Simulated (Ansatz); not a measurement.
# CeO2 (Fm-3m): a volume series of phonon spectra

Aim: how the vibrations of CeO2 shift with volume, and the expansion that follows.

Calculated with Ansatz 0.2.0; DFT PBE, scalar-relativistic, plane waves, PAW.

**Measured values to reproduce.**

“New synchrotron powder diffraction facility for long-duration experiments” (2017, pmc:5294393) reports for CeO2, cubic fluorite, by synchrotron X-ray powder diffraction, refinement (NIST standard powder, 100 micrometre thin sample, 25 keV beam): lattice constant a (cubic a, average of weekly measurements over 17 weeks) 5.41168 ± 2e-05 Å [Average of repeated refinements on a certified reference powder (certified a = 5.41165 …].

## Step 1: The starting structure

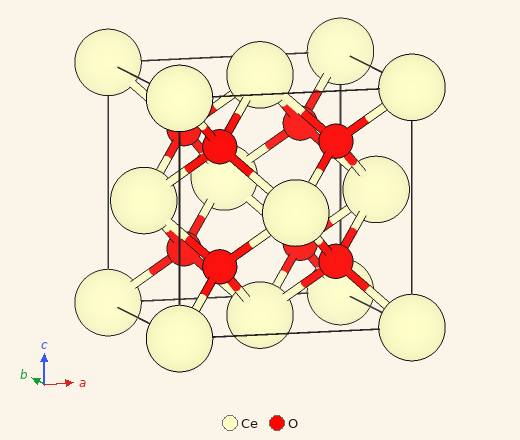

The cell as given, slightly off an axis (cerium light yellow, oxygen red). This picture shows the conventional cell, with its axes. Some periodic images of atoms are drawn too.

## Step 2: Probe on a coarse mesh

A cheap single point shows whether the cell is a metal or an insulator and how far it is from rest; that sets the k-mesh and the occupations of what follows.

Contents of input.yaml:

```yaml
crystal:
  lattice:
    - [0.0, 2.70365, 2.70365]
    - [2.70365, 0.0, 2.70365]
    - [2.70365, 2.70365, 0.0]
  atoms:
    - { symbol: Ce, position: [0.0, 0.0, 0.0] }
    - { symbol: O, position: [0.25, 0.25, 0.25] }
    - { symbol: O, position: [0.75, 0.75, 0.75] }
kpoints:
  mp_grid: { grid: [6, 6, 6] }
hamiltonian:
  xc: pbe
scf:
  occupations: { method: gaussian, width: 0.1 }
output:
  forces: true
  stress: true
  eigenvalues: true
```

Started as:

```
$ ansatz run input.yaml --threads 4 --pin off --max-ram 8192MiB --backend cpu --events-out ev --progress --plain --runs-dir out
```

Numbers of over 12 decimals in the logs are rounded to 6 here.

The program printed:

```text
band count auto-derived: 22 (N_el = 24.0; filled up to band 12; 16 by the electrons, moments and atoms)
Engine: ansatz 0.2.0, aarch64-unknown-linux-gnu
Pseudopotentials: kind: paw
Pseudopotential: Ce, paw, valence charge 12, recommended cutoff 420 eV (normal), Ce.paw.azcp
Pseudopotential: O, paw, valence charge 6, recommended cutoff 420 eV (normal), O.paw.azcp
Functional definition: PBE
  parameter kappa = 0.804
  parameter beta = 0.066725
  exchange = pbe_x(kappa = kappa, mu = beta*pi^2/3)
  correlation = pbe_c(beta = beta)
Crystal: 3 atoms, lattice volume = 39.526 Å³
Basis set: ecut = 420 eV, 749 PW (Γ), exchange–correlation on 54×54×54 points (8 copies of the dense FFT grid, shifted against one another)
Bands: 22, of which v1, the nominal top of the filled ones, is band 12 counted from 1 (11 counted from 0)
Symmetry: 48 space group operations
Space group: Fm-3m (ITA 225), of the structure as read, at distance tolerance 3.4e-5 Å
k-points: 16 of 216
Non-local potential: Ce, projectors of the file, l = 0: 3, l = 1: 2, l = 2: 2, l = 3: 3
Non-local potential: O, projectors of the file, l = 0: 2, l = 1: 2, l = 2: 1
PAW form: soft (Blöchl's): semilocal exchange-correlation on the pseudo side does not see the compensation charge
PAW one-centre angular grid: Ce, 590 points (default); XC on 64 Gauss nodes
PAW one-centre angular grid: O, 110 points (default); XC on 64 Gauss nodes
Initial density: superposition of atomic densities (neutral atoms: chi_scale 0, normalization atom), corrected by the library's trained network
Initial wavefunctions: pseudopotential atomic-orbital guess
Functional: x = pbe(κ = 0.804, μ = 0.219515), c = pbe(β = 0.066725)
SCF iter   1: F=—  HF=-7715.801106 eV  |F-HF|=—  |Δ(HF+E_count)|=         —  Δρ=4.36e-3  dr2=4.44e-3  ethr=1.77e-3  ⟨swp⟩=5.2  Hψ=1766  notcnv=0
preconditioner: auto → none  [insulator: Δε(μ)=2.134 eV  Ē_g=11.864 eV  σ=0.100 eV  W_gap=1.00  n_scr=14 (ndim 8)  ℏωp=27.7 eV  f_vac=0.032  D(μ)=0.00/eV (n_scr^D=0)  ε∞_Penn≈6.5]
SCF iter   2: F=—  HF=-7715.805399 eV  |F-HF|=—  |Δ(HF+E_count)|=   4.29e-3  Δρ=7.32e-3  dr2=2.31e-2  ethr=1.85e-5  ⟨swp⟩=2.4  Hψ=741  notcnv=0
SCF iter   3: F=—  HF=-7715.805784 eV  |F-HF|=—  |Δ(HF+E_count)|=   3.85e-4  Δρ=6.75e-3  dr2=2.00e-2  ethr=1.85e-5  ⟨swp⟩=2.0  Hψ=608  notcnv=0
SCF iter   4: F=—  HF=-7715.804128 eV  |F-HF|=—  |Δ(HF+E_count)|=   1.66e-3  Δρ=2.44e-3  dr2=2.45e-3  ethr=1.85e-5  ⟨swp⟩=3.0  Hψ=535  notcnv=0
SCF iter   5: F=—  HF=-7715.804205 eV  |F-HF|=—  |Δ(HF+E_count)|=   7.72e-5  Δρ=3.06e-4  dr2=3.91e-5  ethr=1.02e-5  ⟨swp⟩=1.0  Hψ=304  notcnv=0
SCF iter   6: F=—  HF=-7715.804156 eV  |F-HF|=—  |Δ(HF+E_count)|=   4.92e-5  Δρ=3.80e-5  dr2=2.83e-7  ethr=1.63e-7  ⟨swp⟩=2.4  Hψ=424  notcnv=0
SCF iter   7: F=-7715.804157 eV  HF=-7715.804157 eV  |F-HF|=2.56e-10  |Δ(HF+E_count)|=   4.23e-7  Δρ=5.82e-6  dr2=2.00e-8  ethr=4.17e-10  ⟨swp⟩=9.0  Hψ=1695  notcnv=0
SCF 1 converged in 7 iterations: F = -7715.804157 eV  dr2 = 2.00e-8
  greatest PAW one-centre occupation: 0.988 electrons in one spin orbital (limit 2), on the Ce atom at site 0 (counted from 0), in its partial waves of l = 0
SCF converged after 7 iterations
Free energy (F): -7715.804157 eV
Harris-Foulkes:  -7715.804157 eV  (|F-HF|=2.56e-10)
Internal energy: -7715.804157 eV  (E = F + TS)
E sigma→0 (E₀):  -7715.804157 eV
Fermi energy:    12.182734 eV
--- Per-component energies (eV) ---
  E_band       = 32.012649
  E_kinetic    = 740.497818
  E_local      = -918.588320  (includes V_loc(G=0)·N_el)
  E_nonlocal   = 31.567315
  E_hartree    = 327.461162
  E_xc         = -380.203782
  E_vxc        = -448.054032  (∫ρ·V_xc dr)
  E_paw        = -5785.927366  (= ΣΔE_a)
  E_vpaw       = -28.335166  (= ΣTr[D̂ρ^β])
  E_aug_tail   = 0.004861  (compensation charges beyond the density's cutoff)
  E_ewald      = -1730.615845
  E_smearing   = -0.000000  (= −TS)
  E_closure    = 0.000000  (closes the sum)
  Σ components = -7715.804157   (vs F -7715.804157, Δ=0.00e0)
--- Forces (eV/Å), atoms counted from 1 ---
  atom   1  Ce    -0.00000000     0.00000000    -0.00000000
  atom   2  O      0.00000000     0.00000000     0.00000000
  atom   3  O      0.00000000     0.00000000     0.00000000
  max |Σ_I F_I| component: 4.63e-17 eV/Å
--- Stress (GPa, compression-positive) ---
        5.867947       0.000000       0.000000
        0.000000       5.867947      -0.000000
        0.000000      -0.000000       5.867947
  P = ⅓ Tr σ = 5.8679 GPa (58.679 kbar)
--- Band table (eV; the first three rows and the last of 16) ---
  k-point 0: bands = [... 8 lower, 7.3436, 10.6193, 10.6193, 10.6193, 13.5626, 13.5626, 13.5626, 13.8153, ... 6 higher]
  k-point 1: bands = [... 8 lower, 8.0175, 10.3931, 10.5259, 10.5259, 13.5337, 13.5337, 13.5650, 13.8466, ... 6 higher]
  k-point 2: bands = [... 8 lower, 9.3055, 10.1302, 10.4240, 10.4240, 13.4556, 13.4556, 13.5051, 13.5698, ... 6 higher]
  k-point 15: bands = [... 8 lower, 10.1003, 10.2788, 10.4721, 10.5756, 13.3221, 13.4038, 13.4131, 13.5679, ... 6 higher]
```

The job ended after 3.4 s (4 threads of Arm Neoverse V2, shared host; peak memory 0.36 GiB; 1.6 s of CPU time).

This step gave:

- pressure: 5.868 GPa
- gap on the k-mesh: 2.107 eV
- volume per atom: 13.18 Å³

The start is under 5.9 GPa at this level and looks like an insulator or semiconductor on this mesh.

## Step 3: Finding the static equilibrium

The vibrations must be taken about the equilibrium of this functional, not about the starting cell, so the structure is relaxed.

input.yaml, the sections that differ from step 2:

```yaml
kpoints:
  mp_grid: { grid: [10, 10, 10] }
scf:
  occupations: { method: gaussian, width: 0.02 }
relax:
  adjacent_minimum: "off"
  f_tol: 0.005
  max_steps: 80
  cell: { stress_tol: 0.05 }
# crystal, hamiltonian, output: as in step 2
```

The program printed:

```text
[...]
Crystal: 3 atoms, lattice volume = 39.526 Å³
Basis set: ecut = 420 eV, 749 PW (Γ), exchange–correlation on 54×54×54 points (8 copies of the dense FFT grid, shifted against one another)
Bands: 22, of which v1, the nominal top of the filled ones, is band 12 counted from 1 (11 counted from 0)
Symmetry: 48 space group operations
[...]
k-points: 47 of 1000
[...]
SCF iter   1: F=—  HF=-7715.799843 eV  |F-HF|=—  |Δ(HF+E_count)|=         —  Δρ=4.40e-3  dr2=4.52e-3  ethr=1.77e-3  ⟨swp⟩=6.0  Hψ=4920  notcnv=0
[...]
SCF iter   8: F=-7715.803666 eV  HF=-7715.803666 eV  |F-HF|=1.57e-9  |Δ(HF+E_count)|=   7.78e-9  Δρ=3.79e-6  dr2=4.24e-9  ethr=1.45e-10  ⟨swp⟩=3.0  Hψ=2960  notcnv=0
SCF 1 converged in 8 iterations: F = -7715.803666 eV  dr2 = 4.24e-9
[...]
relax step   1: F+E_penalty+E_count = -7715.80366556 eV  Δ(F+E_penalty+E_count) = +0.000e0 eV  max|allowed force component| = 2.621e-17 eV/Å  Δτ_max = 0.0000 Å  P = +5.866 GPa  Ω = 39.526 Å³  (8 SCF iters, dr2 threshold 1.00e-7 eV, accepted)
Crystal: 3 atoms, lattice volume = 41.620 Å³
Basis set: ecut = 420 eV, 869 PW (Γ), exchange–correlation on 54×54×54 points (8 copies of the dense FFT grid, shifted against one another)
[...]
iter 1 solved again at ethr=3.83e-4 eV; its pass at ethr=3.10e-3 eV (dr2=9.19e-2 eV) is discarded
[...]
SCF iter   8: F=-7715.807197 eV  HF=-7715.807197 eV  |F-HF|=3.28e-9  |Δ(HF+E_count)|=   3.50e-8  Δρ=5.61e-6  dr2=6.33e-9  ethr=3.19e-10  ⟨swp⟩=3.0  Hψ=3415  notcnv=0
SCF 2 converged in 8 iterations: F = -7715.807197 eV  dr2 = 6.33e-9
relax step   2: F+E_penalty+E_count = -7715.80719719 eV  Δ(F+E_penalty+E_count) = -3.532e-3 eV  max|allowed force component| = 1.156e-16 eV/Å  Δτ_max = 0.0000 Å  P = -3.751 GPa  Ω = 41.620 Å³  energy of the carried Pulay correction = -7.599e-3 eV  (8 SCF iters, dr2 threshold 3.00e-7 eV, accepted)
Crystal: 3 atoms, lattice volume = 40.777 Å³
Basis set: ecut = 420 eV, 821 PW (Γ), exchange–correlation on 54×54×54 points (8 copies of the dense FFT grid, shifted against one another)
[...]
SCF iter   6: F=-7715.820693 eV  HF=-7715.820694 eV  |F-HF|=2.66e-7  |Δ(HF+E_count)|=   2.38e-8  Δρ=2.22e-5  dr2=2.91e-7  ethr=1.25e-9  ⟨swp⟩=5.4  Hψ=5223  notcnv=0
SCF 3 converged in 6 iterations: F = -7715.820693 eV  dr2 = 2.91e-7
relax step   3: F+E_penalty+E_count = -7715.82069345 eV  Δ(F+E_penalty+E_count) = -1.350e-2 eV  max|allowed force component| = 8.172e-17 eV/Å  Δτ_max = 0.0000 Å  P = -0.177 GPa  Ω = 40.777 Å³  energy of the carried Pulay correction = -4.589e-3 eV  (6 SCF iters, dr2 threshold 3.00e-7 eV, accepted)
[...]
relax step   4: F+E_penalty+E_count = -7715.82086283 eV  Δ(F+E_penalty+E_count) = -1.694e-4 eV  max|allowed force component| = 9.098e-17 eV/Å  Δτ_max = 0.0000 Å  P = +0.008 GPa  Ω = 40.736 Å³  energy of the carried Pulay correction = -4.441e-3 eV  (4 SCF iters, dr2 threshold 7.86e-8 eV, accepted)
[...]
relax step   5: F+E_penalty+E_count = -7715.82611117 eV  Δ(F+E_penalty+E_count) = -5.248e-3 eV  max|allowed force component| = 9.560e-17 eV/Å  Δτ_max = 0.0000 Å  P = +0.221 GPa  Ω = 40.736 Å³  stress off target by 2.21e-1 GPa  SCF on the basis re-selected at this cell (its energy is not comparable with the rows above)  (8 SCF iters)
[...]
relax step   6: F+E_penalty+E_count = -7715.82597188 eV  Δ(F+E_penalty+E_count) = +1.393e-4 eV  max|allowed force component| = 8.635e-17 eV/Å  Δτ_max = 0.0000 Å  P = +0.009 GPa  Ω = 40.785 Å³  energy of the carried Pulay correction = -1.742e-4 eV  (4 SCF iters, dr2 threshold 1.22e-7 eV, accepted)
[...]
SCF iter   6: F=-7715.826146 eV  HF=-7715.826146 eV  |F-HF|=2.73e-12  |Δ(HF+E_count)|=  2.36e-11  Δρ=9.87e-8  dr2=2.82e-12  ethr=1.00e-12  ⟨swp⟩=5.9  Hψ=3867  notcnv=0
SCF 7 converged in 6 iterations: F = -7715.826146 eV  dr2 = 2.82e-12
relax step   7: F+E_penalty+E_count = -7715.82614641 eV  Δ(F+E_penalty+E_count) = -1.745e-4 eV  max|allowed force component| = 1.110e-16 eV/Å  Δτ_max = 0.0000 Å  P = +0.013 GPa  Ω = 40.785 Å³  stress off target by 1.26e-2 GPa  SCF on the basis re-selected at this cell (its energy is not comparable with the rows above)  (6 SCF iters)
[...]
SCF converged after 6 iterations
Free energy (F): -7715.826146 eV
[...]
Internal energy: -7715.826146 eV  (E = F + TS)
E sigma→0 (E₀):  -7715.826146 eV
Fermi energy:    11.668044 eV
[...]
--- Stress (GPa, compression-positive) ---
        0.012616      -0.000000      -0.000000
       -0.000000       0.012616      -0.000000
       -0.000000      -0.000000       0.012616
  P = ⅓ Tr σ = 0.0126 GPa (0.126 kbar)
--- Band table (eV; the first three rows and the last of 47) ---
  k-point 0: bands = [... 8 lower, 7.0166, 10.1612, 10.1612, 10.1612, 12.9332, 12.9332, 12.9332, 13.1612, ... 6 higher]
  k-point 1: bands = [... 8 lower, 7.2606, 10.0671, 10.1235, 10.1235, 12.9248, 12.9248, 12.9340, 13.1740, ... 6 higher]
  k-point 2: bands = [... 8 lower, 7.8886, 9.8638, 10.0376, 10.0376, 12.8951, 12.8951, 12.9362, 13.1902, ... 6 higher]
  k-point 46: bands = [... 8 lower, 9.6345, 9.7667, 10.0401, 10.1173, 12.7016, 12.7924, 12.8073, 12.9706, ... 6 higher]
--- Relaxed structure (5 steps of the walk, 5 accepted, 2 SCFs on fresh bases) ---
  F+E_penalty+E_count = -7715.82614641 eV   max|allowed force component| = 1.110e-16 eV/Å   (the final SCF, on the basis selected at the relaxed cell)
  cell:  # Å, volume = 40.7851 Å³
    - [0, 2.732062, 2.732062]
    - [2.732062, 0, 2.732062]
    - [2.732062, 2.732062, 0]
  atoms:
    - { symbol: Ce, position: [0, 0, 0] }
    - { symbol: O, position: [0.25, 0.25, 0.25] }
    - { symbol: O, position: [0.750000, 0.750000, 0.750000] }
```

Elapsed: 4.5 s, on 4 threads; peak memory 0.43 GiB.

The steps of the relaxation:

| step | energy less that of the first step (eV) | largest force component (eV/Å) | pressure (GPa) | volume (Å³) |
| --- | --- | --- | --- | --- |
| 1 | 0.0000 | 0.0000 | 5.87 | 39.53 |
| 2 | -0.0035 | 0.0000 | -3.75 | 41.62 |
| 3 | -0.0170 | 0.0000 | -0.18 | 40.78 |
| 4 | -0.0172 | 0.0000 | 0.01 | 40.74 |
| 5* | -0.0224 | 0.0000 | 0.22 | 40.74 |
| 6 | -0.0223 | 0.0000 | 0.01 | 40.79 |
| 7* | -0.0225 | 0.0000 | 0.01 | 40.79 |

Relaxation steps marked * repeat the geometry before them on a plane-wave basis chosen anew for their cell, so energy and pressure can jump there.

Forces are held to the 48 operations that the run works with; a distortion that breaks them can't arise in this run.

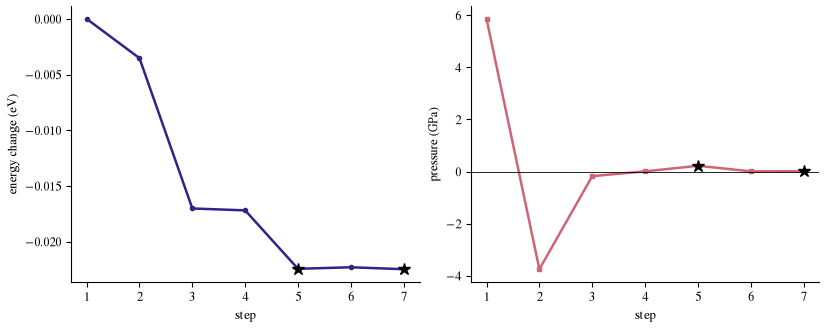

Energy and pressure along the relaxation. Stars mark steps on a basis chosen anew.

| conventional cell, symmetrised | before | after | change |
| --- | --- | --- | --- |
| a (Å) | 5.407 | 5.464 | +1.1 % |
| b (Å) | 5.407 | 5.464 | +1.1 % |
| c (Å) | 5.407 | 5.464 | +1.1 % |
| volume (Å³/atom) | 13.18 | 13.60 | +3.2 % |

Final coordinates:

```cif
data_structure
_symmetry_space_group_name_H-M 'P 1'
_symmetry_Int_Tables_number 1
_cell_length_a 3.8637
_cell_length_b 3.8637
_cell_length_c 3.8637
_cell_angle_alpha 60.000
_cell_angle_beta 60.000
_cell_angle_gamma 60.000
_cell_volume 40.79
loop_
_atom_site_label
_atom_site_type_symbol
_atom_site_fract_x
_atom_site_fract_y
_atom_site_fract_z
_atom_site_occupancy
Ce1 Ce 0.00000 0.00000 0.00000 1
O2 O 0.25000 0.25000 0.25000 1
O3 O 0.75000 0.75000 0.75000 1
```

This step gave:

| Item | Value |
| --- | --- |
| pressure | 0.01262 GPa |
| gap on the k-mesh | 1.920 eV |
| volume per atom | 13.60 Å³ |

The relaxation ends with a pressure of 0.01 GPa.

## Step 4: Tight relaxation

The relaxation is repeated with tighter thresholds on force and stress, since phonons are sensitive to what is left; a change of mesh or smearing in the input moves the cell too.

Contents of input.yaml:

```yaml
crystal:
  lattice:
    - [0.0, 2.7320622393, 2.7320622393]
    - [2.7320622393, 0.0, 2.7320622393]
    - [2.7320622393, 2.7320622393, 0.0]
  atoms:
    - { symbol: Ce, position: [0.0, 0.0, 0.0] }
    - { symbol: O, position: [0.25, 0.25, 0.25] }
    - { symbol: O, position: [0.75, 0.75, 0.75] }
kpoints:
  mp_grid: { grid: [12, 12, 12] }
hamiltonian:
  xc: pbe
scf:
  occupations: { method: fixed }
output:
  forces: true
  stress: true
  eigenvalues: true
relax:
  adjacent_minimum: "off"
  f_tol: 0.001
  max_steps: 60
  cell: { stress_tol: 0.01 }
```

The program printed:

```text
[...]
Crystal: 3 atoms, lattice volume = 40.785 Å³
Basis set: ecut = 420 eV, 821 PW (Γ), exchange–correlation on 54×54×54 points (8 copies of the dense FFT grid, shifted against one another)
Bands: 16, of which v1, the nominal top of the filled ones, is band 12 counted from 1 (11 counted from 0)
Symmetry: 48 space group operations
[...]
k-points: 72 of 1728
[...]
k-point 71: bands = [... 8 lower, 9.6935, 9.6935, 10.0483, 10.1084, 12.6940, 12.8033, 12.8033, 13.0367]
--- Relaxed structure (3 steps of the walk, 3 accepted, 1 SCFs on fresh bases) ---
[...]
cell:  # Å, volume = 40.7879 Å³
    - [0, 2.732125, 2.732125]
    - [2.732125, 0, 2.732125]
    - [2.732125, 2.732125, 0]
  atoms:
    - { symbol: Ce, position: [0, 0, 0] }
    - { symbol: O, position: [0.25, 0.25, 0.25] }
    - { symbol: O, position: [0.75, 0.75, 0.75] }
[key lines of the parts left out:]
SCF converged after 9 iterations
Free energy (F): -7715.826114 eV
Fermi energy:    10.727952 eV
P = ⅓ Tr σ = 0.0003 GPa (0.003 kbar)
```

Wall time 3.1 s (4 threads); peak memory 0.43 GiB; 11 s of CPU time.

Little changed from the start: no atom moved by 0.005 Å and no cell edge by 0.1 %.

Numbers from this step:

| Property | Result |
| --- | --- |
| pressure | 2.80e-4 GPa |
| gap on the k-mesh | 1.899 eV |

The residual pressure is 2.8e-4 GPa, small enough for phonons.

[end of part 1 of 4]

[Logs are printed without paths, hosts, clocks, repeated set-up lines and the standing remarks that a program may print on its own settings, such as how far it seeks lower states.]

[Hosts, paths, dates, database ids (printed as entryN), source tags and the programs' standing remarks are cut or masked in the printed files.]

[A step with changed settings may run another functional than the one named; its input shows which.]

[Of the runs on displaced cells, only some may be shown.]
